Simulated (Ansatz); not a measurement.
InSb (zinc blende)

```cif
data_In4Sb4
_chemical_formula_sum 'Sb4 In4'
_space_group_name_H-M_alt 'F-43m'
_space_group_IT_number 216
_space_group_name_Hall 'F -4 2 3'
_cell_length_a 6.63495
_cell_length_b 6.63495
_cell_length_c 6.63495
_cell_angle_alpha 90.000
_cell_angle_beta 90.000
_cell_angle_gamma 90.000
loop_
_atom_site_label
_atom_site_type_symbol
_atom_site_symmetry_multiplicity
_atom_site_Wyckoff_symbol
_atom_site_fract_x
_atom_site_fract_y
_atom_site_fract_z
_atom_site_occupancy
Sb1 Sb 4 c 0.25000 0.25000 0.25000 1
In1 In 4 a 0.00000 0.00000 0.00000 1
```
(The calculation used a cell of 2 atoms; values per cell refer to that cell.)

The volume is varied about the relaxed value V₀ at fixed cell shape. Symmetry pins the atoms to their sites.

Level of theory: PBE (plane waves to 420 eV, PAW, scalar-relativistic; Ansatz, a program for electronic structure). k mesh 12×12×12 (Γ-centred), Fermi-Dirac smearing 0.05 eV. E stands for the smeared free energy. At this level the bands of InSb touch or barely overlap; measurements give the solid a gap. InSb was relaxed with its symmetry unable to fall. Spin-orbit coupling is left out, though Sb is heavy. The PAW data are Ansatz's earlier set. ΔE is measured from the relaxed starting cell.

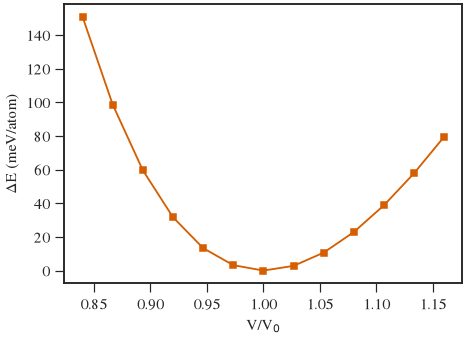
Figure. ΔE (meV/atom) against V/V₀; one marker a computed point.

Question: What is ΔE at V/V₀ = 0.840?

Answer: About 150 meV/atom.

Question: What is ΔE at V/V₀ = 1.160?

Answer: About 80 meV/atom.

Question: What bulk modulus B₀ follows from a third-order Birch-Murnaghan fit?

Answer: About 37 GPa.

(A scan under strain: stresses follow from slopes of the energy per volume, elastic moduli from its curvatures.)
